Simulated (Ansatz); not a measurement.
# Cu chain started as a strip of triangles: one chain at several levels of theory, part 2 of 3

Aim: how far do the period, the moment and the conductance of the Cu chain started as a strip of triangles depend on the functional, the datasets and spin-orbit coupling, and at what cost?

Ansatz 0.2.0; DFT PBE, plane waves, PAW; relaxation of a chain's period (the session's first sound run).

So far. Step 2 (The relaxed wire, level PBE, cutoff 420 eV): The cell's length comes to 2.372 Å with no moment.

**3. The perfect wire, level PBE, cutoff 420 eV**

This step: DFT PBE, plane waves, PAW; channels and complex bands of a perfect chain (Ansatz 0.2.0).

At the relaxed period the Bloch states of the perfect chain are found at each energy: those that move forward count the open channels, and those that decay describe how a disturbance dies away inside the wire itself. An energy step of 0.035 eV is under the 0.039 eV that the program asks for its thermal average at 300 K.

Input file input.yaml:

```yaml
crystal:
  lattice:
    - [9.0, 0.0, 0.0]
    - [0.0, 7.5, 0.0]
    - [0.0, 0.0, 2.3723524564]
  atoms:
    - { symbol: Cu, position: [0.384466057, 0.5, 0.0] }
    - { symbol: Cu, position: [0.615533943, 0.5, 0.5] }
kpoints:
  mp_grid: { grid: [1, 1, 34] }
  band_path: { path: ["Γ", Z], npoints: 60 }
scf:
  occupations: { method: fermi_dirac, width: 0.05 }
hamiltonian:
  xc: pbe
output:
  transmission:
    e_range: [-2, 2]
    de: 0.035
    kmesh: [1, 1]
    reduced_basis: true
    leads: [[0, 0]]
  dos: { projected: true, e_range: [-6, 4] }
  write_potential: true
  write_density: true
  volumetric_format: npy
  elf: true
```

On the command line:

```sh
> ansatz run input.yaml --threads 4 --pin off --max-ram 8192MiB --backend cpu --events-out ev --progress --plain --runs-dir out
```

Numbers of over 12 decimals in the logs are rounded to 6 here.

The program printed:

```text
[...]
Crystal: 2 atoms, lattice volume = 160.134 Å³
Basis set: ecut = 420 eV, 3085 PW (Γ)
Bands: 23, of which v1, the nominal top of the filled ones, is band 19 counted from 1 (18 counted from 0)
Symmetry: 8 space group operations
[...]
k-points: 18 of 34
[...]
SCF iter   1: F=—  HF=-13247.575650 eV  |F-HF|=—  |Δ(HF+E_count)|=         —  Δρ=3.75e-3  dr2=2.26e-2  ethr=1.77e-3  ⟨swp⟩=5.7  Hψ=1933  notcnv=0
[...]
SCF iter   7: F=-13247.573687 eV  HF=-13247.573688 eV  |F-HF|=5.22e-8  |Δ(HF+E_count)|=   1.81e-7  Δρ=8.28e-6  dr2=8.54e-8  ethr=2.63e-10  ⟨swp⟩=5.4  Hψ=1353  notcnv=0
SCF 1 converged in 7 iterations: F = -13247.573687 eV  dr2 = 8.54e-8
[...]
NSCF: frozen V_eff on 61 k-points
transmission: 3 of 18 steps passed
transmission: 6 of 18 steps passed
[...]
transmission: 18 of 18 steps passed
WARN: The output density's exchange-correlation potential varies sharply where the density is thin. Do not read a vacuum level from v_tot or v_xc, or from such a field of the output density. On a cell that repeats whose density bears no net charge and no dipole along the vacuum's axis use v_es (v_loc + v_h of the components); under efield.dipole_correction with no amplitude use v_es + v_field, which holds any externa [...]
SCF converged after 7 iterations
Free energy (F): -13247.573687 eV
[...]
Internal energy: -13247.564840 eV  (E = F + TS)
E sigma→0 (E₀):  -13247.569264 eV
Entropy (-TS):   -0.008848 eV (-4.424 meV/atom)
Fermi energy:    -1.456920 eV
[...]
--- Band table (eV; the first three rows and the last of 18) ---
  k-point 0: bands = [... 15 lower, -2.7780, -2.4616, -2.3142, -2.1736, -1.8976, 0.1679, 0.5245, 3.0092]
  k-point 1: bands = [... 15 lower, -2.7832, -2.4686, -2.3350, -2.1949, -1.8683, 0.2062, 0.5647, 3.0322]
  k-point 2: bands = [... 15 lower, -2.8003, -2.4876, -2.3937, -2.2540, -1.7855, 0.3176, 0.6815, 3.1012]
  k-point 17: bands = [... 15 lower, -2.7174, -2.4436, -2.4436, 1.2585, 1.2585, 5.0675, 5.0675, 7.2132]
--- Transmission ---
  basis      : 595 plane waves across, 3 finite elements along
  points     : 1, standing for a mesh of 1 x 1
  filling    : by the input's occupations and mesh, since the crystals that have channels conduct as metals do. If one of these is a semiconductor, that mesh has misplaced its level
  energies   : 115 from -2.000000 to 1.990000 eV about the Fermi level, 0.035000 eV apart; the leads are filled to 0.000000 eV, and channels, transmission and decay are at -0.005000 eV
  crystal 0  : Cu2, at the sites [0, 0], period 2.3724 Å: whole cells are its period
    offset         : up to 0.0000 Å between an atom of the period and one for which it stands
    filled         : 19.5 meV over the level at which it is neutral
    channels       : 2.000000e0 a spin
    conductance    : 2.2957e14 S/m² at 300 K; may be off by some 0.0 % by where its bands' edges are placed, 0.0 % from the distance to neutral
```

It took 23 s on 4 threads of Arm Neoverse V2, shared host; peak memory 0.72 GiB.

The column dr2 measures how far the density is from self-consistency, as an energy; F and HF (Harris–Foulkes) agree once it is small.

This step gave:

```yaml
energy_at_zero_smearing: -13247.5693 eV
channels_at_the_energy_nearest_the_fermi_level_one_spin: 2
conductance_of_the_lead_as_this_run_defines_it: 2.000 G₀
band_gap: 0 eV
```

Table of open channels of the lead, one spin by energy, zero at the Fermi level:

```tsv
energy (eV)	open channels of the lead, one spin
-2.000	4
-1.790	5
-1.615	5
-1.405	7
-1.195	6
-0.985	5
-0.810	2
-0.600	1
-0.390	2
-0.215	2
-0.005	2
0.205	2
0.415	2
0.590	2
0.800	2
1.010	2
1.185	2
1.395	2
1.605	2
1.815	3
```

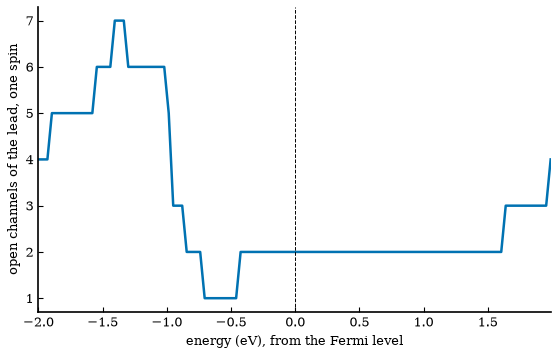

Open channels of the lead, one spin, plotted against energy.

The slowest values at each energy, most degenerate partners merged, listed up to 1.5 1/Å. Im kz of the slowest decaying states against energy, zero at the Fermi level:

```tsv
energy (eV)	decay 1 (Å⁻¹)	decay 2 (Å⁻¹)	decay 3 (Å⁻¹)	decay 4 (Å⁻¹)
-2.0000	0.277	0.344	0.379	0.855
-1.7550	0.261	0.387	0.731	1.12
-1.5100	0.0970	0.303	0.499	0.981
-1.2650	0.103	0.255	0.325	0.583
-0.9850	0.125	0.262	0.609	0.708
-0.7400	0.175	0.222	0.330	0.376
-0.4950	0.104	0.227	0.281	0.459
-0.2500	0.299	0.330	0.540	0.551
-0.0050	0.336	0.353	0.587	0.625
0.2400	0.354	0.359	0.620	0.688
0.4850	0.350	0.358	0.645	0.742
0.7650	0.324	0.349	0.663	0.797
1.0100	0.287	0.329	0.672	0.840
1.2550	0.231	0.298	0.674	0.880
1.5000	0.138	0.252	0.671	0.861
1.7450	0.183	0.663	0.827	0.949
```

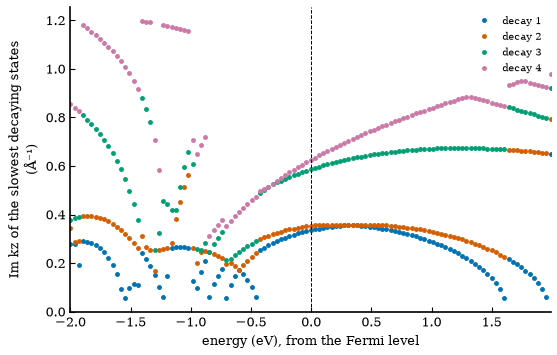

Im kz of the slowest decaying states against energy.

Electronic bands along the path, in eV, zero at the Fermi level:

```tsv
point	band 16	band 17	band 18	band 19	band 20	band 21	band 22	band 23
Γ	-1.32	-1.00	-0.86	-0.72	-0.44	1.62	1.98	4.47
Z	-1.26	-0.99	-0.99	2.72	2.72	6.52	6.52	8.67
```

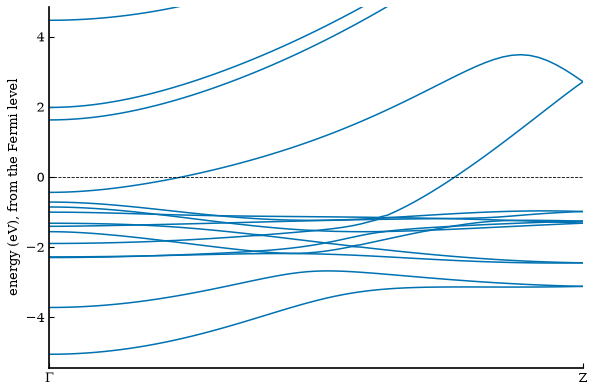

Electronic bands along the path.

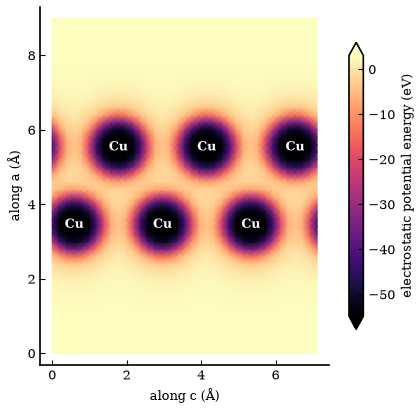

Electrostatic potential energy in the ca plane at fractional y = 0.500, with atoms of Cu within 0.2 Å of it. With pseudopotentials it is smooth inside the atoms' cores, unlike the true potential. The map starts off the cell's origin, so that atoms lie inside it.

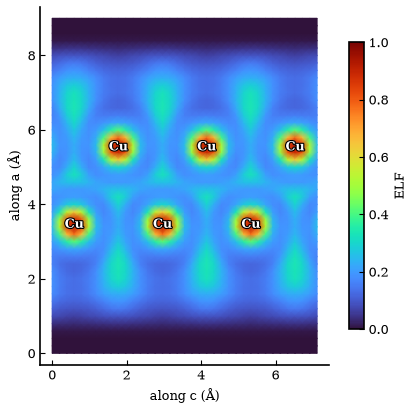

ELF in the ca plane at fractional y = 0.500, with atoms of Cu within 0.2 Å of it. It is the smooth field of the valence electrons, not physical close to the nuclei. The map starts off the cell's origin, so that atoms lie inside it.

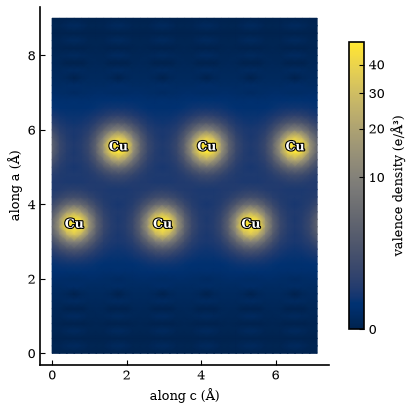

Valence density in the ca plane at fractional y = 0.500, with atoms of Cu within 0.2 Å of it. It is the smooth field of the valence electrons, not physical close to the nuclei. The map starts off the cell's origin, so that atoms lie inside it. The colour scale is stretched toward low values.

By hand: the program gives 2.2957 × 10^14 S/m² over the cell's cross-section of 67.50 Å² = 6.750 × 10^-19 m², so one cell conducts 1.550 × 10^-4 S. Divided by G0 = 2e²/h = 7.748 × 10^-5 S this is 2.00 G0, a resistance of 6.45 kΩ.

At the computed energy nearest the Fermi level there are 2 channels a spin, and the thermal average gives 2.00 G₀.

**4. Relaxing the period**

This step: DFT LDA, plane waves, PAW; relaxation of a chain's period (Ansatz 0.2.0).

The relaxation is repeated under another functional. LDA has no gradient terms and tends to overbind, so it marks the short end of the likely bond lengths.

Input file input.yaml:

```yaml
crystal:
  lattice:
    - [9.0, 0.0, 0.0]
    - [0.0, 7.5, 0.0]
    - [0.0, 0.0, 2.58324]
  atoms:
    - { symbol: Cu, position: [0.377386667, 0.5, 0.0], spin: 0.5 }
    - { symbol: Cu, position: [0.622613333, 0.5, 0.5], spin: 0.5 }
magnetization:
  spin_polarized: true
kpoints:
  mp_grid: { grid: [1, 1, 31] }
scf:
  occupations: { method: fermi_dirac, width: 0.05 }
hamiltonian:
  xc: lda
relax:
  cell: { fix: [a, b, alpha, beta, gamma] }
  max_steps: 60
```

The program printed:

```text
[...]
Crystal: 2 atoms, lattice volume = 174.369 Å³
Basis set: ecut = 420 eV, 3411 PW (Γ)
Bands: 24, of which v1, the nominal top of the filled ones, is band 19 counted from 1 (18 counted from 0)
Symmetry: 8 space group operations
[...]
k-points: 16 of 31
[...]
Starting moments: Σ|m| = 1 μB on 2 of 2 sites
[...]
0.000000       0.000000      -0.009333
  P = ⅓ Tr σ = 0.0045 GPa (0.045 kbar)
--- Relaxed structure (7 steps of the walk, 7 accepted, 1 SCFs on fresh bases) ---
[...]
cell:  # Å, volume = 154.4128 Å³
    - [9.0, 0.0, 0.0]
    - [0.0, 7.5, 0.0]
    - [0.0, 0.0, 2.287597]
  atoms:
    - { symbol: Cu, position: [0.388112, 0.500000, 0.0] }
    - { symbol: Cu, position: [0.611888, 0.500000, 0.5] }
[key lines of the parts left out:]
SCF converged after 6 iterations
Magnetization: -0.0000 μB (19.0000 up, 19.0000 down)
Free energy (F): -13107.813840 eV
Fermi energy:    -1.691188 eV
```

Run time: 15 s. Hardware: 4 threads; peak memory 0.47 GiB.

Step by step:

```tsv
step	energy less that of the first step (eV)	largest force component (eV/Å)	pressure (GPa)	volume (Å³)
1	0.0000	1.2704	-2.52	174.37
2	-0.3799	0.6628	-1.60	165.87
3	-0.5076	0.6127	0.22	157.55
4	-0.5365	0.1528	-0.02	155.76
5	-0.5399	0.0217	0.11	153.86
6	-0.5403	0.0191	-0.03	154.53
7	-0.5403	0.0001	0.01	154.41
8*	-0.5386	0.0000	0.00	154.41
```

Relaxation steps marked * repeat the geometry before them on a plane-wave basis chosen anew for their cell, so energy and pressure can jump there.

Forces are held to the 8 operations that the run works with; a distortion that breaks them can't arise in this run.

```tsv
cell as run	before	after	change
c (Å)	2.583	2.288	-11.4 %
```

The atoms that moved most (Å, along periodic axes as changes of fractional coordinates times the final cell, across vacuum about the mean position):

```tsv
atom	dx	dy	dz	length
Cu1	0.097	0.000	0.000	0.097
Cu2	-0.097	0.000	0.000	0.097
```

The relaxed structure:

```cif
data_structure
_symmetry_space_group_name_H-M 'P 1'
_symmetry_Int_Tables_number 1
_cell_length_a 9.0000
_cell_length_b 7.5000
_cell_length_c 2.2876
_cell_angle_alpha 90.000
_cell_angle_beta 90.000
_cell_angle_gamma 90.000
_cell_volume 154.41
loop_
_atom_site_label
_atom_site_type_symbol
_atom_site_fract_x
_atom_site_fract_y
_atom_site_fract_z
_atom_site_occupancy
Cu1 Cu 0.38811 0.50000 0.00000 1
Cu2 Cu 0.61189 0.50000 0.50000 1
```

The cell's length comes to 2.288 Å, -3.6 % against the first run, with no moment.

**5. Bands of the perfect wire, level LDA, cutoff 420 eV**

This step: DFT LDA, plane waves, PAW; channels and complex bands of a perfect chain (Ansatz 0.2.0).

The channels are counted again under LDA, at the period that it gave.

Input file input.yaml:

```yaml
crystal:
  lattice:
    - [9.0, 0.0, 0.0]
    - [0.0, 7.5, 0.0]
    - [0.0, 0.0, 2.2875974333]
  atoms:
    - { symbol: Cu, position: [0.388111942, 0.5, 0.0] }
    - { symbol: Cu, position: [0.611888058, 0.5, 0.5] }
kpoints:
  mp_grid: { grid: [1, 1, 35] }
  band_path: { path: ["Γ", Z], npoints: 60 }
scf:
  occupations: { method: fermi_dirac, width: 0.05 }
hamiltonian:
  xc: lda
output:
  transmission:
    e_range: [-2, 2]
    de: 0.035
    kmesh: [1, 1]
    reduced_basis: true
    leads: [[0, 0]]
  dos: { projected: true, e_range: [-6, 4] }
```

The program printed:

```text
[...]
Crystal: 2 atoms, lattice volume = 154.413 Å³
Basis set: ecut = 420 eV, 3009 PW (Γ)
Bands: 23, of which v1, the nominal top of the filled ones, is band 19 counted from 1 (18 counted from 0)
Symmetry: 8 space group operations
[...]
k-points: 18 of 35
[...]
k-point 17: bands = [... 15 lower, -3.0208, -2.7289, -2.6951, 0.9278, 1.5579, 5.1746, 5.6478, 7.0848]
--- Transmission ---
  basis      : 595 plane waves across, 3 finite elements along
  points     : 1, standing for a mesh of 1 x 1
[...]
crystal 0  : Cu2, at the sites [0, 0], period 2.2876 Å: whole cells are its period
[...]
filled         : 30.5 meV under the level at which it is neutral
    channels       : 2.000000e0 a spin
[...]
[key lines of the parts left out:]
SCF converged after 8 iterations
Free energy (F): -13107.811905 eV
Fermi energy:    -1.744641 eV
```

Elapsed: 23 s, on 4 threads; peak memory 0.71 GiB.

At the computed energy nearest the Fermi level there are 2 channels a spin, and the thermal average gives 2.00 G₀.

**6. Relaxing the period, cutoff 500 eV**

This step: DFT r2SCAN, plane waves, PAW; relaxation of a chain's period (Ansatz 0.2.0).

The relaxation is repeated under another functional. r2SCAN also reads the kinetic-energy density; it often gives larger moments and wider gaps than PBE, at a higher cost. Against the first PBE run of this kind, the cutoff is 500 eV against 420.

Input file input.yaml:

```yaml
crystal:
  lattice:
    - [9.0, 0.0, 0.0]
    - [0.0, 7.5, 0.0]
    - [0.0, 0.0, 2.58324]
  atoms:
    - { symbol: Cu, position: [0.377386667, 0.5, 0.0], spin: 0.5 }
    - { symbol: Cu, position: [0.622613333, 0.5, 0.5], spin: 0.5 }
magnetization:
  spin_polarized: true
kpoints:
  mp_grid: { grid: [1, 1, 31] }
scf:
  occupations: { method: fermi_dirac, width: 0.05 }
hamiltonian:
  xc: r2scan
relax:
  cell: { fix: [a, b, alpha, beta, gamma] }
  max_steps: 60
```

The program printed:

```text
[...]
Crystal: 2 atoms, lattice volume = 174.369 Å³
Basis set: ecut = 500 eV, 4455 PW (Γ), exchange–correlation on 288×240×80 points (64 copies of the dense FFT grid, shifted against one another)
Bands: 24, of which v1, the nominal top of the filled ones, is band 19 counted from 1 (18 counted from 0)
Symmetry: 8 space group operations
[...]
0.000000      -0.120578       0.000000
        0.000000       0.000000      -0.014684
  P = ⅓ Tr σ = 0.0042 GPa (0.042 kbar)
--- Relaxed structure (6 steps of the walk, 6 accepted, 1 SCFs on fresh bases) ---
[...]
cell:  # Å, volume = 157.4862 Å³
    - [9.0, 0.0, 0.0]
    - [0.0, 7.5, 0.0]
    - [0.0, 0.0, 2.333129]
  atoms:
    - { symbol: Cu, position: [0.386411, 0.5, 0.0] }
    - { symbol: Cu, position: [0.613589, 0.5, 0.5] }
[key lines of the parts left out:]
SCF converged after 12 iterations
Magnetization: 0.0000 μB (19.0000 up, 19.0000 down)
Free energy (F): -13259.231937 eV
Fermi energy:    -1.415309 eV
```

It took 48 s on 4 threads; peak memory 0.9 GiB; 3.1 min of CPU time.

Relaxation path:

```tsv
step	energy less that of the first step (eV)	largest force component (eV/Å)	pressure (GPa)	volume (Å³)
1	0.0000	1.0586	-2.06	174.37
2	-0.2597	0.5213	-1.22	166.94
3	-0.3434	0.4522	0.34	158.49
4	-0.3569	0.0480	-0.03	158.32
5	-0.3579	0.0032	0.04	157.31
6	-0.3579	0.0010	0.01	157.49
7*	-0.3569	0.0013	0.00	157.49
```

Relaxation steps marked * repeat the geometry before them on a plane-wave basis chosen anew for their cell, so energy and pressure can jump there.

Forces are held to the 8 operations that the run works with; a distortion that breaks them can't arise in this run.

```tsv
cell as run	before	after	change
c (Å)	2.583	2.333	-9.7 %
```

The atoms that moved most (Å, along periodic axes as changes of fractional coordinates times the final cell, across vacuum about the mean position):

```tsv
atom	dx	dy	dz	length
Cu1	0.081	0.000	0.000	0.081
Cu2	-0.081	0.000	0.000	0.081
```

Final coordinates:

```
Cu
1.0
     9.00000    0.00000    0.00000
     0.00000    7.50000    0.00000
     0.00000    0.00000    2.33313
Cu
2
Direct
  0.38641 0.50000 0.00000
  0.61359 0.50000 0.50000
```

The cell's length comes to 2.333 Å, -1.7 % against the first run, with no moment.

**7. The wire at its relaxed period, level r2SCAN, cutoff 500 eV**

This step: DFT r2SCAN, plane waves, PAW; channels and complex bands of a perfect chain (Ansatz 0.2.0).

The channels are counted again under r2SCAN, at the period that it gave. Its window is narrower, to save time.

Input file input.yaml:

```yaml
crystal:
  lattice:
    - [9.0, 0.0, 0.0]
    - [0.0, 7.5, 0.0]
    - [0.0, 0.0, 2.3331290239]
  atoms:
    - { symbol: Cu, position: [0.386410993, 0.5, 0.0] }
    - { symbol: Cu, position: [0.613589007, 0.5, 0.5] }
kpoints:
  mp_grid: { grid: [1, 1, 35] }
  band_path: { path: ["Γ", Z], npoints: 60 }
scf:
  occupations: { method: fermi_dirac, width: 0.05 }
hamiltonian:
  xc: r2scan
output:
  transmission:
    e_range: [-0.7, 0.7]
    de: 0.035
    kmesh: [1, 1]
    reduced_basis: true
    leads: [[0, 0]]
  dos: { projected: true, e_range: [-6, 4] }
```

The program printed:

```text
[...]
Crystal: 2 atoms, lattice volume = 157.486 Å³
Basis set: ecut = 500 eV, 4011 PW (Γ), exchange–correlation on 288×240×72 points (64 copies of the dense FFT grid, shifted against one another)
Bands: 23, of which v1, the nominal top of the filled ones, is band 19 counted from 1 (18 counted from 0)
Symmetry: 8 space group operations
[...]
k-points: 18 of 35
[...]
k-point 17: bands = [... 15 lower, -2.8241, -2.5219, -2.4858, 1.1318, 1.7638, 5.5286, 6.0188, 7.4596]
--- Transmission ---
  basis      : 711 plane waves across, 4 finite elements along
  points     : 1, standing for a mesh of 1 x 1
[...]
crystal 0  : Cu2, at the sites [0, 0], period 2.3331 Å: whole cells are its period
[...]
filled         : 31.5 meV under the level at which it is neutral
    channels       : 2.000000e0 a spin
[...]
[key lines of the parts left out:]
SCF converged after 8 iterations
Free energy (F): -13259.232898 eV
Fermi energy:    -1.466058 eV
```

Run time: 20 s. Hardware: 4 threads; peak memory 0.97 GiB.

The open channels of the lead, one spin by energy, zero at the Fermi level:

```tsv
energy (eV)	open channels of the lead, one spin
-0.700	1
-0.595	1
-0.490	1
-0.385	2
-0.280	2
-0.175	2
-0.070	2
0.000	2
0.070	2
0.175	2
0.280	2
0.385	2
0.490	2
0.595	2
0.700	2
```

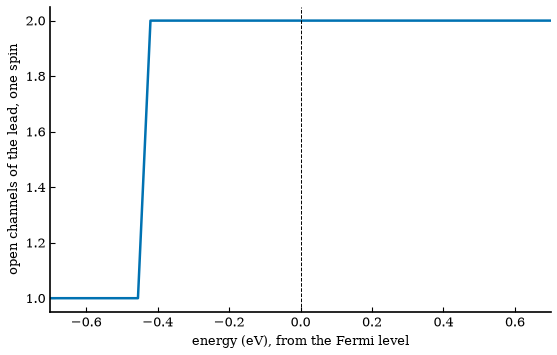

Open channels of the lead, one spin, plotted against energy.

At the computed energy nearest the Fermi level there are 2 channels a spin, and the thermal average gives 2.00 G₀.

[end of part 2 of 3]

[Logs are printed without paths, hosts, clocks, repeated set-up lines and the standing remarks that a program may print on its own settings, such as how far it seeks lower states.]

[Hosts, paths, dates, database ids (printed as entryN), source tags and the programs' standing remarks are cut or masked in the printed files.]
